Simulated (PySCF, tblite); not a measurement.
# C7H6NS radical: geometry, infrared bands and EPR parameters

What infrared bands and EPR parameters should C7H6NS radical (`[CH2]c1csc(C#CC)n1`) show?

Computed with tblite 0.8.0 and PySCF 2.14.0, with density-fitted response routines of our own, on a single molecule in the gas phase. Atoms count from 0, in the outputs and in this text.

## (1) The starting structure

15 atoms, charge 0, multiplicity 2; geometry from: force field or distance geometry start.

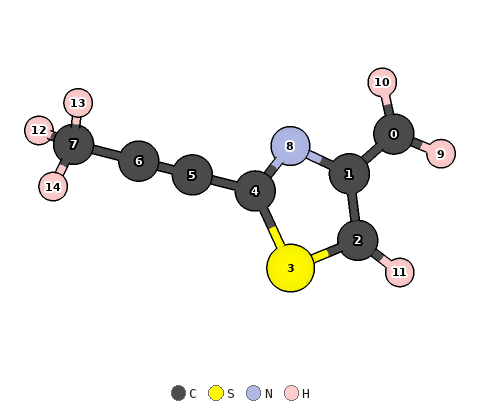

As it starts; carbon dark grey, sulfur yellow, nitrogen light blue, hydrogen pink, atoms numbered.

## (2) Relaxing the molecule with GFN2-xTB

The job: settings as JSON, then the geometry in Å.

```
{"job": {"kind": "relax", "xc": "GFN2-xTB", "basis": "xTB"}, "charge": 0, "multiplicity": 2}
C     -3.313900     0.996700     0.332200
C     -2.251600     0.092000     0.291400
C     -2.350300    -1.285100     0.387900
S     -0.795000    -1.974300     0.295400
C     -0.114800    -0.409900     0.173700
C      1.283500    -0.174800     0.044400
C      2.469700     0.028800    -0.057300
C      3.910100     0.281400    -0.171900
N     -0.968500     0.585200     0.178300
H     -4.350800     0.661100     0.433700
H     -3.126800     2.060600     0.258300
H     -3.250000    -1.893400     0.486800
H      4.268900     0.848500     0.691000
H      4.127300     0.846400    -1.086400
H      4.457600    -0.655200    -0.221800
```

Command:

```console
$ OMP_NUM_THREADS=1 python probes_run.py task.json out
```

One launch serves the whole session: the jobs run in the order shown.

Output:

```text
step      E/eV     max force
  0    -655.43591    2.536
  1    -655.56200    1.233
  2    -655.57096    2.323
  3    -655.59243    0.547
  4    -655.59705    0.179
  5    -655.59898    0.132
  6    -655.60198    0.214
  7    -655.60419    0.173
  8    -655.60630    0.125
  9    -655.60723    0.063
 10    -655.60770    0.052
 11    -655.60803    0.051
 12    -655.60824    0.038
 13    -655.60835    0.028
 14    -655.60844    0.030
 15    -655.60855    0.037
 16    -655.60870    0.044
 17    -655.60890    0.036
 18    -655.60913    0.041
 19    -655.60940    0.041
 20    -655.60972    0.041
 21    -655.61008    0.046
 22    -655.61043    0.046
 23    -655.61071    0.044
 24    -655.61092    0.031
 25    -655.61109    0.040
 26    -655.61126    0.046
 27    -655.61149    0.049
 28    -655.61180    0.049
 29    -655.61218    0.060
 30    -655.61258    0.053
 31    -655.61291    0.044
 32    -655.61314    0.034
 33    -655.61328    0.026
 34    -655.61337    0.021
 35    -655.61343    0.021
 36    -655.61348    0.020
 37    -655.61352    0.015
 38    -655.61354    0.013
 39    -655.61355    0.012
 40    -655.61356    0.010
 41    -655.61358    0.010
 42    -655.61359    0.009
```

Wall time 0.23 s (1 thread of Arm Neoverse V2, shared host).

Step by step: (not every step is listed)

| step | energy from step 0 (eV) | largest force (eV/Å) |
| --- | --- | --- |
| 0 | 0.0000 | 2.5356 |
| 1 | -0.1261 | 1.2327 |
| 2 | -0.1350 | 2.3229 |
| 3 | -0.1565 | 0.5470 |
| 4 | -0.1611 | 0.1792 |
| 5 | -0.1631 | 0.1317 |
| 6 | -0.1661 | 0.2142 |
| 7 | -0.1683 | 0.1735 |
| 8 | -0.1704 | 0.1247 |
| 10 | -0.1718 | 0.0519 |
| 12 | -0.1723 | 0.0380 |
| 14 | -0.1725 | 0.0297 |
| 16 | -0.1728 | 0.0444 |
| 18 | -0.1732 | 0.0412 |
| 20 | -0.1738 | 0.0413 |
| 22 | -0.1745 | 0.0463 |
| 24 | -0.1750 | 0.0314 |
| 26 | -0.1753 | 0.0461 |
| 28 | -0.1759 | 0.0491 |
| 30 | -0.1767 | 0.0534 |
| 32 | -0.1772 | 0.0339 |
| 34 | -0.1775 | 0.0206 |
| 36 | -0.1776 | 0.0201 |
| 37 | -0.1776 | 0.0153 |
| 38 | -0.1776 | 0.0128 |
| 39 | -0.1776 | 0.0117 |
| 40 | -0.1776 | 0.0103 |
| 41 | -0.1777 | 0.0103 |
| 42 | -0.1777 | 0.0088 |

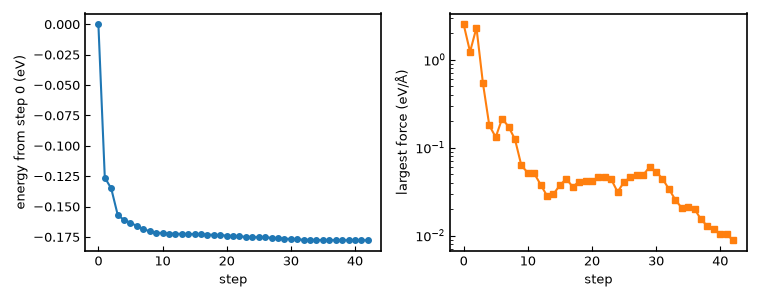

Energy and force, step by step.

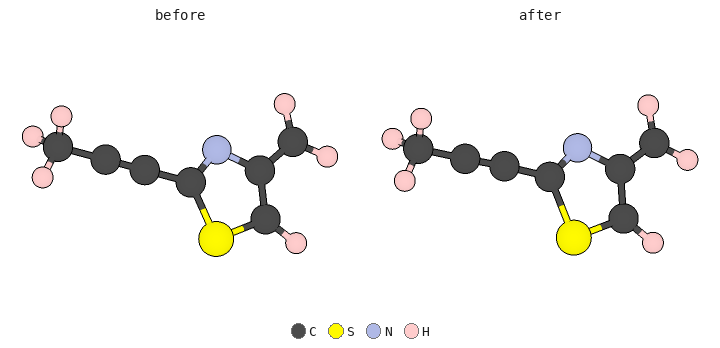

Before and after, at one scale.

Close pairs (by a distance rule), those that changed most:

```csv
bond,before (Å),after (Å),change (Å)
S3–C4,1.710,1.802,+0.092
C4–N8,1.311,1.272,-0.039
C4–C5,1.424,1.395,-0.029
C1–C2,1.384,1.412,+0.028
C6–C7,1.467,1.440,-0.027
C0–C1,1.396,1.371,-0.025
C0–H9,1.095,1.073,-0.021
C2–H11,1.091,1.070,-0.020
```

The end geometry stands in the next job.

## (3) Infrared spectrum with GFN2-xTB

The job: settings as JSON, then the geometry in Å.

```
{"job": {"kind": "ir", "xc": "GFN2-xTB", "basis": "xTB"}, "charge": 0, "multiplicity": 2}
C     -3.361591     0.967483     0.337380
C     -2.268431     0.140652     0.299431
C     -2.289946    -1.268819     0.377156
S     -0.730063    -1.938851     0.295770
C     -0.093863    -0.258348     0.156598
C      1.283030    -0.065416     0.042599
C      2.478553     0.052025    -0.054106
C      3.903176     0.224385    -0.171542
N     -0.993243     0.640646     0.176374
H     -4.351734     0.564572     0.433754
H     -3.236998     2.030507     0.270467
H     -3.153800    -1.893034     0.476072
H      4.280488     0.779718     0.686923
H      4.135562     0.779736    -1.080013
H      4.394446    -0.747266    -0.211224
```

Output:

```text
mode    cm-1     km/mol
  1     -24.8      0.05
  2      75.3      1.49
  3      85.8      3.19
  4     206.1      0.25
  5     251.0      0.15
  6     258.6      0.22
  7     309.0      1.03
  8     330.6      0.19
  9     393.8      3.19
 10     448.9      1.20
 11     518.7      0.04
 12     534.6      3.92
 13     561.5      7.56
 14     621.2     15.47
 15     632.4     12.69
 16     633.9      2.93
 17     722.6     39.44
 18     883.0      4.36
 19     901.9     93.24
 20     941.0      5.36
 21     998.7     40.28
 22    1011.6     11.04
 23    1021.5      3.97
 24    1142.4     26.56
 25    1235.1     48.14
 26    1296.4      5.33
 27    1366.0      1.04
 28    1382.7      5.00
 29    1440.6      7.63
 30    1441.2      8.85
 31    1486.7     11.23
 32    1619.8     92.40
 33    2353.7    210.71
 34    3003.7     12.23
 35    3007.3     14.52
 36    3012.9     20.74
 37    3137.7      7.18
 38    3175.1      3.92
 39    3183.6     15.66
```

Run time: 0.43 s. Hardware: 1 thread of Arm Neoverse V2, shared host.

Which atoms move in the most intense modes:

```
cm⁻¹  km/mol                               atoms
 723    39.4          H10 38 %, H9 35 %, C0 25 %
 902    93.2           C4 33 %, C7 18 %, C2 12 %
 999    40.3          N8 38 %, H11 30 %, C2 17 %
1142    26.6                   H11 41 %, C2 37 %
1235    48.1  C5 21 %, C6 20 %, C4 18 %, N8 15 %
1620    92.4                    C4 60 %, N8 30 %
2354   210.7                    C6 50 %, C5 49 %
3013    20.7        H14 64 %, H12 17 %, H13 16 %
```

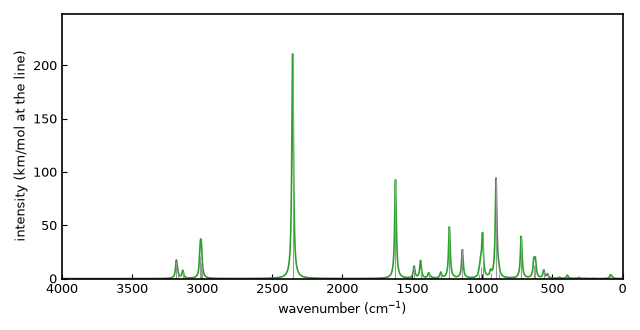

The infrared spectrum from these modes, unscaled. Lines are broadened to a width of 14 cm⁻¹ (Lorentzian).

## (4) g tensor and hyperfine couplings: B3LYP/pcH-1

Settings changed since step 3:

```diff
@@ -1,2 +1,2 @@
-{"job": {"kind": "ir", "xc": "GFN2-xTB", "basis": "xTB"}, "charge": 0, "multiplicity": 2}
+{"job": {"kind": "epr", "basis": "pcH-1"}, "charge": 0, "multiplicity": 2}
 C     -3.361591     0.967483     0.337380
```

Level: UKS B3LYP, pcH-1 on C H N S, non-relativistic, mean-field spin-orbit, GIAO.

Output:

```text
UKS, coarse grid
  cycle   1  E = -723.13226641  |g| = 4.01e-01
  cycle   2  E = -722.96434493  |g| = 6.95e-01
  cycle   3  E = -723.19703939  |g| = 1.69e-01
  cycle   4  E = -723.21081440  |g| = 5.28e-02
  cycle   5  E = -723.21213507  |g| = 2.10e-02
  cycle   6  E = -723.21239263  |g| = 9.16e-03
  cycle   7  E = -723.21244520  |g| = 7.47e-03
  cycle   8  E = -723.21248483  |g| = 2.64e-03
  cycle   9  E = -723.21249253  |g| = 1.42e-03
  cycle  10  E = -723.21249421  |g| = 4.91e-04
UKS, final grid
  cycle   1  E = -723.21249469  |g| = 4.69e-04
  cycle   2  E = -723.21249476  |g| = 6.67e-04
  cycle   3  E = -723.21249498  |g| = 1.83e-04
  cycle   4  E = -723.21249503  |g| = 1.80e-04
  cycle   5  E = -723.21249509  |g| = 7.05e-05
  cycle   6  E = -723.21249509  |g| = 2.13e-05
E = -723.21249509 Eh   <S^2> = 0.7767 (exact 0.7500)
g shifts (ppm)      1          2          3
  rmc          -156       -156       -156
  gc             39         -2         29
  oz_so        -443        -13       3237
  total        -559       -171       3110
hyperfine (MHz)  atom isotope    a_iso     a_fc   dipolar eigenvalues
    0   13C      56.91      57.02    -56.18    -54.89    111.07
    1   13C     -45.76     -45.79    -23.00      8.95     14.05
    2   13C      45.85      45.71    -40.45    -38.87     79.32
    3   33S       1.52       1.72    -11.76     -8.42     20.17
    4   13C      -9.99      -9.93     -9.94      4.64      5.31
    5   13C       3.51       3.51     -0.80     -0.17      0.97
    6   13C      -1.60      -1.59     -2.87      0.90      1.97
    7   13C       0.68       0.68     -0.10     -0.02      0.12
    8   14N       2.94       2.96     -2.97     -2.44      5.41
    9    1H     -43.44     -43.44    -24.81     -1.35     26.16
   10    1H     -45.38     -45.39    -26.98     -0.53     27.51
   11    1H     -31.11     -31.16    -16.72     -1.82     18.55
   12    1H      -2.35      -2.35     -0.18     -0.09      0.27
   13    1H      -2.12      -2.12     -0.18     -0.10      0.28
   14    1H      -0.40      -0.40     -0.17     -0.15      0.32
```

Run time: 93 s. Hardware: 1 thread of Arm Neoverse V2, shared host; peak memory 0.98 GiB.

Principal g values 2.00176, 2.00215, 2.00543; g(iso) = 2.00311, against 2.00232 for a free electron.

Mean a(iso) over the nuclei that a row names, and the largest dipolar term of the row (other rows stand at the frozen geometry):

```
       nuclei  isotope  a(iso) (MHz)  a(iso) (G, at g = 2.0023)  largest dipolar term (MHz)
           C0      13C          56.9                       20.3                       111.1
           C2      13C          45.9                       16.4                        79.3
           C1      13C         -45.8                      -16.3                       -23.0
      H9, H10       1H         -44.4                      -15.8                        27.5
          H11       1H         -31.1                      -11.1                        18.5
           C4      13C         -10.0                       -3.6                        -9.9
           C5      13C           3.5                        1.3                         1.0
           N8      14N           2.9                        1.1                         5.4
H12, H13, H14       1H          -1.6                       -0.6                         0.3
           C6      13C          -1.6                       -0.6                        -2.9
           S3      33S           1.5                        0.5                        20.2
           C7      13C           0.7                        0.2                         0.1
```

Mulliken spin populations:

C0 0.74; C1 -0.20; C2 0.46; S3 0.08; C4 -0.05; C5 0.01; C6 -0.02; C7 0.00; N8 0.06; H9 -0.03; H10 -0.03; H11 -0.02; H12 0.00; H13 0.00; H14 0.00

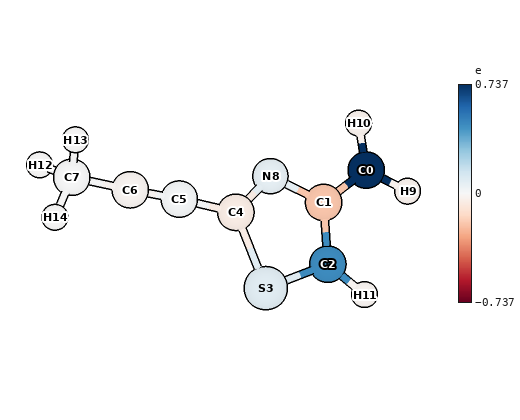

Mulliken spin populations, as colours on the atoms.

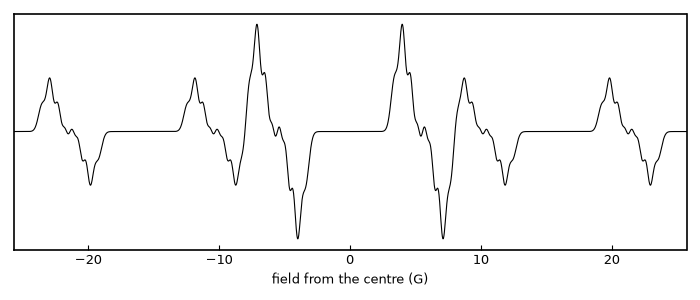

First-order isotropic spectrum (first derivative, main isotopes with spin only, couplings over 0.8 MHz, Gaussian width 0.3 G; couplings of the frozen geometry, rotation of groups not averaged beyond the rows shown).

The fields below are evaluated on a grid from the run's orbitals.

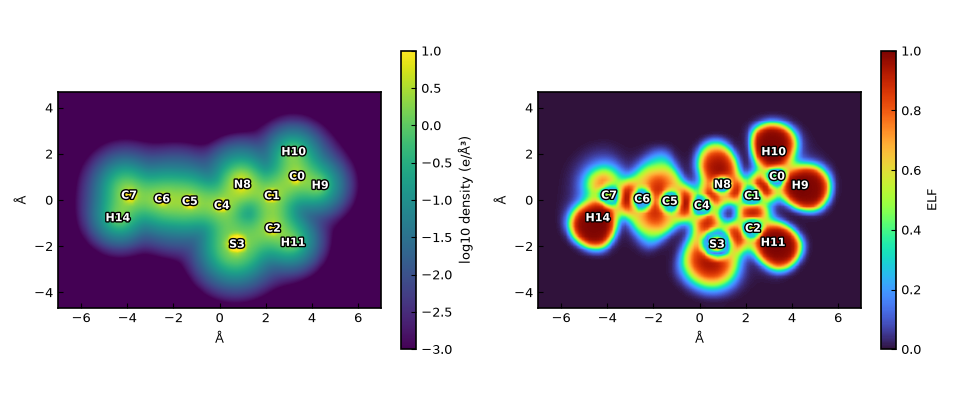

Density (left) and ELF (right) in a plane through or near 13 of the atoms.

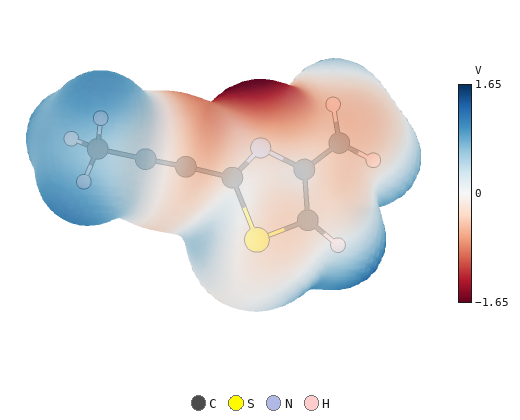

The potential that a unit positive charge feels on the 0.002 e/bohr³ surface, from -1.65 V near N8 to 1.14 V near H11.

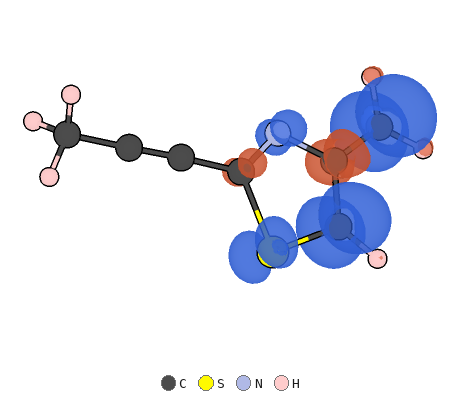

Spin density at ±0.03 e/Å³ (alpha excess blue, beta excess red).

## (5) Summary of results

| quantity | value |
| --- | --- |
| strongest single infrared mode (GFN2-xTB) | 2354 cm⁻¹, 211 km/mol |
| zero-point energy (GFN2-xTB) | 65.2 kcal/mol |
| g(iso) (B3LYP) | 2.00311 |
| ⟨S²⟩ | 0.777 (exact 0.75) |
| largest a(iso) (averaged by class) | 13C on C0, 56.9 MHz |
| surface potential, least and greatest | -1.65 V and 1.14 V |

What this shows: Over 42 steps the energy fell by 0.178 eV; of the close pairs, S3–C4 changed most, 1.710 to 1.802 Å. The lowest mode is imaginary (25i cm⁻¹), so the xTB geometry is not a minimum. The strongest single mode, at 2354 cm⁻¹, moves mainly C6 and C5. Unscaled tight-binding wavenumbers are off by several per cent, some by more. Its intensities can rank the bands wrongly. The largest share of the spin, 0.74 e, sits on C0. The isotropic g lies 0.8 ppt above the free-electron value.
